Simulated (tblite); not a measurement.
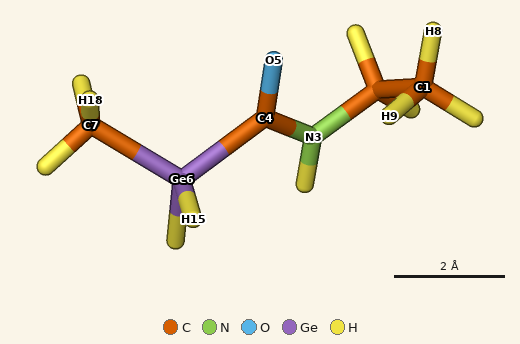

The input geometry (stick view, seen at a tilt; atoms are numbered from 1 in the order of the input). Sticks mark near contacts. Bond lengths as drawn: C–C 1.52 Å, C–Ge 1.92 to 1.93 Å, C–H 1.10 to 1.12 Å, C–N 1.42 to 1.47 Å, C–O 1.27 Å, Ge–H 1.57 to 1.58 Å and H–N 1.05 Å.

## Run report: C₄H₁₁GeNO (charge +1), geometry relaxation (part 1 of 4)

- system: C₄H₁₁GeNO, charge +1, multiplicity 2, SMILES CCN[C](=[O+])[GeH2][CH3]
- method: GFN2-xTB geometry optimisation, gas phase (tblite 0.8.0)

It belongs to a series of runs on one base structure; here: electron removed.

**Input**
```
{"job": {"kind": "relax", "xc": "GFN2-xTB", "basis": "xTB"}, "charge": 1, "multiplicity": 2}
C     -2.764400     0.326700     0.291000
C     -2.121900    -0.972800    -0.161800
N     -0.867600    -0.641900    -0.863000
C      0.123600     0.092900    -0.166000
O     -0.007600     0.442600     1.052600
Ge     1.749200     0.534000    -1.088500
C      3.334200     0.124000    -0.061900
H     -2.963700     0.373000     1.376200
H     -2.010200     1.117700     0.061100
H     -3.677300     0.460100    -0.339700
H     -2.822000    -1.554000    -0.794100
H     -1.838900    -1.603500     0.725500
H     -0.740500    -0.921900    -1.861900
H      1.780900    -0.151400    -2.498700
H      1.790600     2.097500    -1.307400
H      3.349600    -0.881200     0.395000
H      4.205900     0.245900    -0.752200
H      3.471400     0.918600     0.717300
```

The first line tells a small driver script what to run in tblite; the rest is the geometry in Å.

Run as:
```bash
OMP_NUM_THREADS=1 python <driver script> task.json out
```

**Output**
```
step      E/eV     max force
  0    -613.94701    6.150
  1    -614.63831    4.713
  2    -614.82499    3.162
  3    -614.92840    0.989
  4    -614.97459    0.683
  5    -615.00650    0.533
  6    -615.03706    0.560
  7    -615.07071    0.439
  8    -615.09311    0.366
  9    -615.10997    0.308
 10    -615.12333    0.285
 11    -615.13684    0.309
 12    -615.14809    0.292
 13    -615.15564    0.217
 14    -615.16142    0.208
 15    -615.16665    0.168
 16    -615.17034    0.132
 17    -615.17253    0.120
 18    -615.17420    0.102
 19    -615.17618    0.110
 20    -615.17847    0.115
 21    -615.18042    0.103
 22    -615.18181    0.081
 23    -615.18301    0.081
 24    -615.18436    0.079
 25    -615.18574    0.094
 26    -615.18693    0.086
 27    -615.18801    0.074
 28    -615.18925    0.076
 29    -615.19065    0.090
 30    -615.19185    0.077
 31    -615.19268    0.064
 32    -615.19340    0.056
 33    -615.19425    0.072
 34    -615.19522    0.088
 35    -615.19617    0.075
 36    -615.19720    0.107
 37    -615.19876    0.135
 38    -615.20172    0.182
 39    -615.20696    0.265
 40    -615.21304    0.264
 41    -615.21819    0.172
 42    -615.22129    0.226
 43    -615.22412    0.177
 44    -615.22673    0.158
 45    -615.23477    0.369
 46    -615.23835    0.174
 47    -615.24065    0.172
 48    -615.24387    0.302
 49    -615.24752    0.289
 50    -615.25662    0.267
 51    -615.26293    0.418
 52    -615.26932    0.163
 53    -615.27376    0.146
 54    -615.28307    0.207
 55    -615.29058    0.254
 56    -615.29973    0.257
 57    -615.30500    0.214
 58    -615.30342    0.337
 59    -615.31174    0.130
 60    -615.31425    0.125
 61    -615.31831    0.113
 62    -615.32077    0.125
 63    -615.32324    0.116
 64    -615.32504    0.102
 65    -615.32670    0.109
 66    -615.32845    0.114
 67    -615.33029    0.103
 68    -615.33227    0.097
 69    -615.33508    0.094
 70    -615.33740    0.086
 71    -615.33886    0.082
 72    -615.33982    0.071
 73    -615.34100    0.065
 74    -615.34289    0.082
 75    -615.34531    0.110
 76    -615.34738    0.102
 77    -615.34864    0.086
 78    -615.34956    0.073
 79    -615.35055    0.069
 80    -615.35166    0.078
 81    -615.35256    0.081
 82    -615.35362    0.067
 83    -615.35489    0.074
 84    -615.35643    0.081
 85    -615.35798    0.104
 86    -615.35946    0.100
 87    -615.36087    0.085
 88    -615.36211    0.071
 89    -615.36306    0.073
 90    -615.36381    0.069
 91    -615.36453    0.067
 92    -615.36534    0.099
 93    -615.36613    0.100
 94    -615.36675    0.073
 95    -615.36720    0.068
 96    -615.36763    0.061
 97    -615.36811    0.059
 98    -615.36856    0.058
 99    -615.36887    0.039
100    -615.36911    0.044
101    -615.36937    0.041
102    -615.36984    0.044
103    -615.37020    0.034
104    -615.37048    0.032
105    -615.37062    0.030
106    -615.37074    0.026
107    -615.37090    0.036
108    -615.37112    0.035
109    -615.37130    0.032
110    -615.37140    0.028
111    -615.37148    0.023
112    -615.37159    0.031
113    -615.37173    0.046
114    -615.37188    0.038
115    -615.37202    0.043
116    -615.37218    0.046
117    -615.37246    0.052
118    -615.37293    0.090
119    -615.37358    0.100
120    -615.37419    0.060
121    -615.37463    0.056
122    -615.37492    0.052
123    -615.37520    0.072
124    -615.37553    0.050
125    -615.37585    0.022
126    -615.37592    0.019
127    -615.37601    0.019
128    -615.37606    0.022
129    -615.37611    0.016
130    -615.37615    0.017
131    -615.37622    0.026
132    -615.37631    0.028
133    -615.37642    0.033
134    -615.37653    0.039
135    -615.37661    0.026
136    -615.37669    0.023
137    -615.37675    0.018
138    -615.37681    0.019
139    -615.37685    0.018
140    -615.37689    0.010
141    -615.37692    0.011
142    -615.37694    0.015
143    -615.37696    0.016
144    -615.37699    0.014
145    -615.37703    0.012
146    -615.37708    0.016
147    -615.37713    0.020
148    -615.37720    0.025
149    -615.37730    0.029
150    -615.37742    0.026
151    -615.37754    0.020
152    -615.37759    0.016
153    -615.37762    0.028
154    -615.37764    0.009
```

**Trajectory as extended XYZ (Å, eV, eV/Å), 45 of the 155 frames kept, from step=0 to step=154**
```
18
Properties=species:S:1:pos:R:3:forces:R:3 step=0 energy=-613.94701
C    -2.7644    0.3267    0.2910    0.0530   0.3520  -0.2030
C    -2.1219   -0.9728   -0.1618    0.7200  -0.4470   0.7820
N    -0.8676   -0.6419   -0.8630    1.9990   1.2410   0.5850
C     0.1236    0.0929   -0.1660   -4.8220  -1.4530   3.5300
O    -0.0076    0.4426    1.0526    0.7850  -1.1130  -4.9310
Ge    1.7492    0.5340   -1.0885    2.0160   1.0680  -1.7130
C     3.3342    0.1240   -0.0619    0.8450   0.3820   0.5110
H    -2.9637    0.3730    1.3762   -0.1690  -0.1150  -0.7320
H    -2.0102    1.1177    0.0611   -1.1050  -0.0980   0.1880
H    -3.6773    0.4601   -0.3397    0.6190   0.3830   0.7850
H    -2.8220   -1.5540   -0.7941    0.7480   0.2150   0.0410
H    -1.8389   -1.6035    0.7255   -0.3360   0.3170  -0.6520
H    -0.7405   -0.9219   -1.8619    0.0600   0.4190   1.1690
H     1.7809   -0.1514   -2.4987   -0.4070   0.1490   0.6010
H     1.7906    2.0975   -1.3074   -0.4330  -0.7330   0.1340
H     3.3496   -0.8812    0.3950    0.1240   0.5230  -0.1880
H     4.2059    0.2459   -0.7522   -0.5470  -0.3100   0.4410
H     3.4714    0.9186    0.7173   -0.1510  -0.7800  -0.3470
18
Properties=species:S:1:pos:R:3:forces:R:3 step=4 energy=-614.97459
C    -2.7620    0.3256    0.2817   -0.0740   0.0740   0.0040
C    -2.1054   -0.9751   -0.1478   -0.0780  -0.0860   0.2500
N    -0.8560   -0.6430   -0.8475    0.2540  -0.0500   0.2070
C     0.0070    0.0267   -0.1343    0.0110  -0.3640  -0.5780
O     0.0193    0.4346    0.9766    0.2030   0.1180   0.1450
Ge    1.8308    0.5812   -1.1546    0.2220   0.0030  -0.1100
C     3.3581    0.1315   -0.0481    0.0310   0.0980  -0.0250
H    -2.9762    0.3665    1.3435   -0.1680  -0.1110  -0.0210
H    -2.0640    1.1306    0.0700   -0.3050   0.3150   0.0430
H    -3.6593    0.4839   -0.3031   -0.1780   0.1950   0.1260
H    -2.7719   -1.5405   -0.7943    0.2170  -0.0720  -0.2300
H    -1.8459   -1.5993    0.7118   -0.0500  -0.0110   0.0230
H    -0.7272   -0.9007   -1.8170    0.1080   0.0410   0.0350
H     1.7579   -0.1476   -2.4801   -0.2060  -0.0380  -0.0750
H     1.7639    2.0695   -1.3060   -0.2830   0.1250  -0.0940
H     3.3574   -0.8608    0.3898    0.0360  -0.0420   0.0350
H     4.1964    0.2298   -0.7374    0.2310  -0.1250   0.0560
H     3.4681    0.8935    0.7203    0.0290  -0.0700   0.2090
18
Properties=species:S:1:pos:R:3:forces:R:3 step=7 energy=-615.07071
C    -2.7755    0.3327    0.2802   -0.1920   0.1100   0.0350
C    -2.1151   -0.9764   -0.1305    0.1130   0.0790  -0.2040
N    -0.8530   -0.6790   -0.8261    0.3210  -0.0080  -0.2500
C     0.0234   -0.0041   -0.1571    0.3580   0.2210   0.1250
O     0.0605    0.4380    0.9456    0.2300   0.0110  -0.0110
Ge    1.8810    0.5967   -1.1864   -0.2820  -0.0510   0.0960
C     3.3751    0.1399   -0.0463    0.2460  -0.0600   0.0790
H    -3.0069    0.3480    1.3352   -0.0740  -0.0410   0.1720
H    -2.1249    1.1832    0.0804   -0.0190  -0.0370   0.0640
H    -3.6854    0.5185   -0.2754   -0.1900  -0.0950  -0.0740
H    -2.7227   -1.5469   -0.8267   -0.1100  -0.0590  -0.0260
H    -1.8545   -1.6057    0.7237   -0.1760   0.0570   0.0770
H    -0.7075   -0.8920   -1.8058   -0.1330  -0.1000   0.0580
H     1.7187   -0.1538   -2.4900   -0.0650  -0.0350  -0.1270
H     1.7092    2.0812   -1.3218   -0.1700   0.0540  -0.0950
H     3.3636   -0.8575    0.3909   -0.0800   0.0020  -0.0620
H     4.2328    0.2065   -0.7210    0.1780   0.0090   0.1990
H     3.4726    0.8771    0.7544    0.0450  -0.0560  -0.0540
18
Properties=species:S:1:pos:R:3:forces:R:3 step=10 energy=-615.12333
C    -2.8019    0.3428    0.2830    0.0260  -0.1520  -0.0380
C    -2.1090   -0.9668   -0.1398    0.0520   0.1310  -0.0500
N    -0.8162   -0.6912   -0.8206   -0.1510   0.1160   0.1140
C     0.0695   -0.0030   -0.1686   -0.0980   0.0000   0.0960
O     0.1126    0.4429    0.9330    0.1960   0.0260   0.0420
Ge    1.8808    0.5976   -1.1908    0.1260   0.0460  -0.0450
C     3.4031    0.1396   -0.0425   -0.0850  -0.0140  -0.0860
H    -3.0328    0.3322    1.3464    0.0040  -0.0190  -0.1120
H    -2.1623    1.2084    0.0947   -0.0400  -0.1560   0.0750
H    -3.7225    0.5250   -0.2683    0.0350  -0.1860  -0.0020
H    -2.7054   -1.5535   -0.8464    0.0490   0.1780   0.1250
H    -1.8808   -1.5973    0.7329   -0.1090   0.2050  -0.1660
H    -0.7089   -0.9020   -1.8038   -0.0100  -0.0640   0.0050
H     1.6889   -0.1600   -2.5091   -0.0040   0.0610   0.0680
H     1.6574    2.0924   -1.3428   -0.0880  -0.1790  -0.0400
H     3.3573   -0.8598    0.3856   -0.0710  -0.0420  -0.0530
H     4.2794    0.1951   -0.6894    0.1230   0.0450   0.1290
H     3.4819    0.8639    0.7700    0.0440   0.0040  -0.0620
18
Properties=species:S:1:pos:R:3:forces:R:3 step=14 energy=-615.16142
C    -2.8219    0.3343    0.2793   -0.0440   0.0950   0.0240
C    -2.1038   -0.9411   -0.1506   -0.0760  -0.0660   0.0590
N    -0.8101   -0.6738   -0.8082   -0.0300   0.1510  -0.0220
C     0.0913   -0.0021   -0.1626    0.0790   0.0270   0.0040
O     0.1870    0.4498    0.9340    0.0020  -0.0510   0.0240
Ge    1.9056    0.6019   -1.2070    0.0250  -0.0510  -0.0260
C     3.4178    0.1371   -0.0515    0.0670   0.0030   0.0210
H    -3.0541    0.3124    1.3381   -0.0470  -0.0520   0.0490
H    -2.1955    1.2058    0.1167    0.0400   0.0840  -0.0420
H    -3.7454    0.4931   -0.2666   -0.0260  -0.0680  -0.0870
H    -2.6896   -1.5288   -0.8505   -0.0950   0.0160  -0.1430
H    -1.9132   -1.5621    0.7219    0.1170  -0.1030   0.1370
H    -0.7094   -0.9169   -1.7879    0.0670   0.0400   0.1200
H     1.6669   -0.1537   -2.5108    0.0510  -0.0130  -0.0090
H     1.6002    2.0707   -1.3668   -0.0160  -0.0160  -0.0170
H     3.3376   -0.8663    0.3679   -0.0430   0.0100  -0.0720
H     4.3344    0.1930   -0.6409   -0.0030  -0.0140  -0.0060
H     3.4934    0.8529    0.7691   -0.0660   0.0080  -0.0130
18
Properties=species:S:1:pos:R:3:forces:R:3 step=18 energy=-615.17420
C    -2.8340    0.3383    0.2814   -0.0060  -0.0570   0.0110
C    -2.1104   -0.9393   -0.1449    0.0430   0.0380   0.0070
N    -0.8173   -0.6411   -0.8011    0.0080   0.0110   0.0290
C     0.1058    0.0014   -0.1569   -0.0330  -0.0020   0.0500
O     0.2163    0.4442    0.9419    0.0230  -0.0140   0.0550
Ge    1.9192    0.5974   -1.2164   -0.0240  -0.0070  -0.0090
C     3.4288    0.1372   -0.0547   -0.0280   0.0120  -0.0250
H    -3.0711    0.3001    1.3400   -0.0610   0.0460  -0.0130
H    -2.2055    1.2134    0.1185   -0.0960  -0.0340   0.0050
H    -3.7547    0.4709   -0.2795    0.0260   0.0400   0.0070
H    -2.6949   -1.5119   -0.8673    0.0600   0.0320   0.0700
H    -1.9068   -1.5628    0.7306    0.0130  -0.0170  -0.0870
H    -0.6972   -0.9162   -1.7666    0.0350   0.0190  -0.0240
H     1.6700   -0.1557   -2.5148    0.0520  -0.0540  -0.0490
H     1.5783    2.0575   -1.3783    0.0100   0.0110  -0.0120
H     3.3237   -0.8690    0.3498    0.0150  -0.0070  -0.0100
H     4.3554    0.1903   -0.6260    0.0040  -0.0100  -0.0270
H     3.4856    0.8515    0.7677   -0.0400  -0.0070   0.0220
18
Properties=species:S:1:pos:R:3:forces:R:3 step=21 energy=-615.18042
C    -2.8453    0.3332    0.2863   -0.0050   0.0220  -0.0100
C    -2.1043   -0.9331   -0.1414   -0.0460   0.0320   0.0200
N    -0.8162   -0.6188   -0.7961    0.0370  -0.0170   0.0520
C     0.1124    0.0055   -0.1424    0.0010  -0.0090   0.0130
O     0.2363    0.4366    0.9587   -0.0080  -0.0090   0.0440
Ge    1.9177    0.5931   -1.2231    0.0530  -0.0410  -0.0740
C     3.4334    0.1387   -0.0590   -0.0910  -0.0020  -0.0480
H    -3.0952    0.3022    1.3428   -0.0290   0.0010  -0.0460
H    -2.2288    1.2142    0.1196   -0.0150   0.0110   0.0480
H    -3.7574    0.4665   -0.2884   -0.0120  -0.0220   0.0290
H    -2.6892   -1.4981   -0.8663    0.0540  -0.0330  -0.0020
H    -1.8980   -1.5709    0.7226    0.0070   0.0260  -0.0340
H    -0.6829   -0.9101   -1.7553    0.0160   0.0410  -0.0270
H     1.6843   -0.1699   -2.5292    0.0380   0.0080   0.0520
H     1.5687    2.0529   -1.3878    0.0110  -0.0020  -0.0200
H     3.3185   -0.8708    0.3360    0.0350   0.0030   0.0120
H     4.3663    0.1866   -0.6236   -0.0610   0.0340   0.0210
H     3.4709    0.8485    0.7702    0.0140  -0.0430  -0.0300
18
Properties=species:S:1:pos:R:3:forces:R:3 step=24 energy=-615.18436
C    -2.8538    0.3329    0.2876   -0.0180   0.0260  -0.0160
C    -2.1037   -0.9258   -0.1385    0.0410  -0.0230  -0.0440
N    -0.8118   -0.6096   -0.7881    0.0240  -0.0120  -0.0210
C     0.1179    0.0070   -0.1298    0.0500   0.0140   0.0150
O     0.2487    0.4301    0.9730   -0.0050  -0.0120   0.0040
Ge    1.9234    0.5883   -1.2371   -0.0490   0.0360   0.0300
C     3.4265    0.1384   -0.0665    0.0170  -0.0360   0.0270
H    -3.1153    0.3028    1.3395   -0.0090  -0.0340   0.0260
H    -2.2462    1.2189    0.1273    0.0450   0.0490   0.0340
H    -3.7626    0.4619   -0.2902   -0.0570  -0.0260  -0.0260
H    -2.6773   -1.4943   -0.8672   -0.0050  -0.0370  -0.0480
H    -1.8921   -1.5726    0.7152   -0.0160   0.0350   0.0690
H    -0.6719   -0.8988   -1.7490   -0.0190   0.0620   0.0380
H     1.6976   -0.1790   -2.5329    0.0180  -0.0250  -0.0160
H     1.5636    2.0482   -1.3973    0.0280  -0.0330  -0.0320
H     3.3200   -0.8716    0.3287    0.0010  -0.0260  -0.0010
H     4.3652    0.1888   -0.6196   -0.0350   0.0450  -0.0170
H     3.4629    0.8406    0.7683   -0.0110  -0.0010  -0.0240
18
Properties=species:S:1:pos:R:3:forces:R:3 step=28 energy=-615.18925
C    -2.8667    0.3351    0.2853    0.0190  -0.0400  -0.0070
C    -2.0975   -0.9193   -0.1408   -0.0320   0.0170   0.0430
N    -0.8001   -0.5964   -0.7763   -0.0290   0.0120   0.0290
C     0.1321    0.0112   -0.1118   -0.0550  -0.0190  -0.0010
O     0.2645    0.4196    0.9953    0.0300   0.0040   0.0000
Ge    1.9191    0.5832   -1.2449    0.0220  -0.0610   0.0190
C     3.4187    0.1311   -0.0716    0.0090   0.0180   0.0110
H    -3.1408    0.2944    1.3365    0.0250  -0.0500  -0.0520
H    -2.2607    1.2298    0.1453   -0.0550  -0.0500  -0.0060
H    -3.7770    0.4493   -0.2983    0.0660   0.0240  -0.0030
H    -2.6612   -1.4953   -0.8759    0.0470   0.0310   0.0230
H    -1.8898   -1.5622    0.7187   -0.0240   0.0490   0.0160
H    -0.6619   -0.8703   -1.7396   -0.0030   0.0400  -0.0490
H     1.7197   -0.1960   -2.5402   -0.0210   0.0010   0.0220
H     1.5651    2.0383   -1.4183    0.0100   0.0290  -0.0370
H     3.3220   -0.8814    0.3191    0.0090  -0.0170  -0.0130
H     4.3567    0.2029   -0.6212    0.0050  -0.0010  -0.0430
H     3.4492    0.8323    0.7623   -0.0240   0.0110   0.0460
```
